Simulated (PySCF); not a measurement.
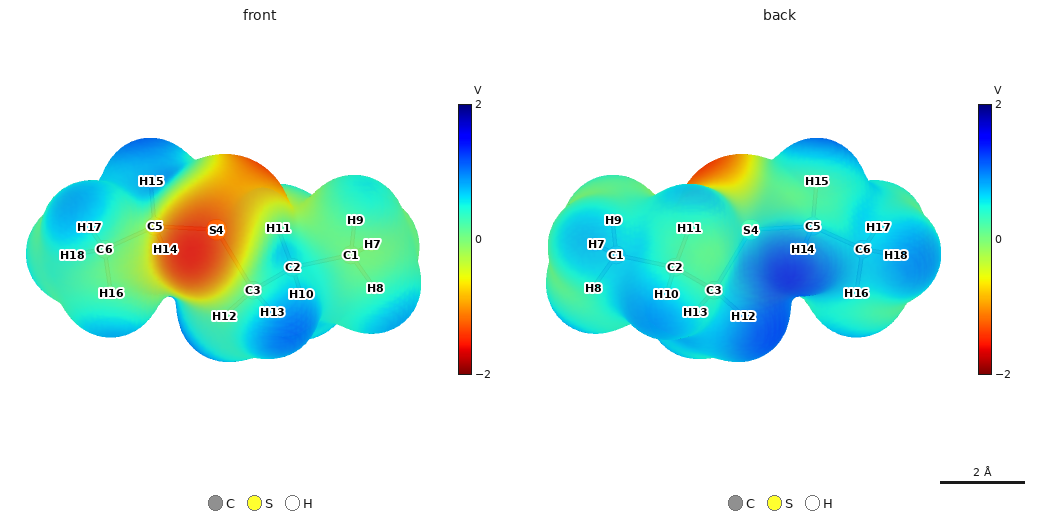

C5H12S (SMILES CCCSCC). The molecular electrostatic potential painted on the density surface at 0.004 e/bohr³, seen from the front and from behind; the colour scale runs from red (negative) to blue (positive).

Geometry: GFN2-xTB, MD frame at 250 fs, 300 K.

Method: PySCF, PBE0/pcSseg-1, SCF density, gas phase, non-relativistic.

```json
{"atom": "C", "x (Å)": "-2.8616", "y (Å)": "-0.1985", "z (Å)": "0.1554"}
{"atom": "C", "x (Å)": "-1.5026", "y (Å)": "-0.2309", "z (Å)": "0.8220"}
{"atom": "C", "x (Å)": "-0.4924", "y (Å)": "-1.1770", "z (Å)": "0.2298"}
{"atom": "S", "x (Å)": "0.4700", "y (Å)": "-0.1920", "z (Å)": "-0.9928"}
{"atom": "C", "x (Å)": "1.8861", "y (Å)": "0.3660", "z (Å)": "-0.0016"}
{"atom": "C", "x (Å)": "3.1202", "y (Å)": "-0.3864", "z (Å)": "-0.1995"}
{"atom": "H", "x (Å)": "-3.4171", "y (Å)": "0.4354", "z (Å)": "0.8113"}
{"atom": "H", "x (Å)": "-3.4236", "y (Å)": "-1.1139", "z (Å)": "0.1023"}
{"atom": "H", "x (Å)": "-2.8890", "y (Å)": "0.2713", "z (Å)": "-0.7928"}
{"atom": "H", "x (Å)": "-1.7735", "y (Å)": "-0.4505", "z (Å)": "1.7868"}
{"atom": "H", "x (Å)": "-1.1557", "y (Å)": "0.7885", "z (Å)": "0.7666"}
{"atom": "H", "x (Å)": "0.1604", "y (Å)": "-1.5020", "z (Å)": "0.9890"}
{"atom": "H", "x (Å)": "-0.9141", "y (Å)": "-2.0280", "z (Å)": "-0.2877"}
{"atom": "H", "x (Å)": "1.5622", "y (Å)": "0.3169", "z (Å)": "1.0835"}
{"atom": "H", "x (Å)": "1.9978", "y (Å)": "1.3838", "z (Å)": "-0.3796"}
{"atom": "H", "x (Å)": "2.9695", "y (Å)": "-1.5108", "z (Å)": "-0.0987"}
{"atom": "H", "x (Å)": "3.5537", "y (Å)": "-0.2785", "z (Å)": "-1.1378"}
{"atom": "H", "x (Å)": "3.8483", "y (Å)": "-0.1443", "z (Å)": "0.6100"}
```

### Describe the electrostatic potential map.

The most negative region (about −1.5 V) lies over S4, the most positive (about +1.2 V) over H12 and H14.

### How polar is the molecule by this calculation?

Its dipole moment is 1.84 D.
